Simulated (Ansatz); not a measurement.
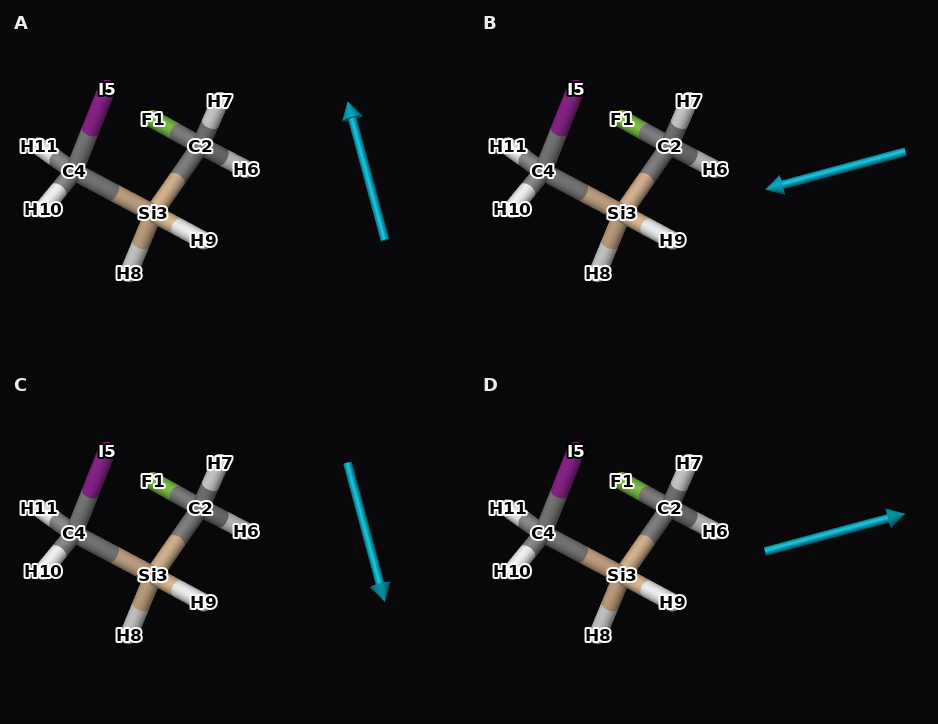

The same molecule four times, each with an arrow. The computed structure is the end point of a PBE0-D4/def2-TZVP optimisation. No frequency run is at hand to confirm it as a minimum. Properties computed with RKS PBE-D4/def2-TZVPP, core potentials on I (Ansatz 0.2.0).

> Which arrow points along the dipole moment, from the negative to the positive end?

C. The dipole moment is 1.20 D; it points from the side of F1, I5 to the side of H8, H9 (the outermost atoms at the two ends).
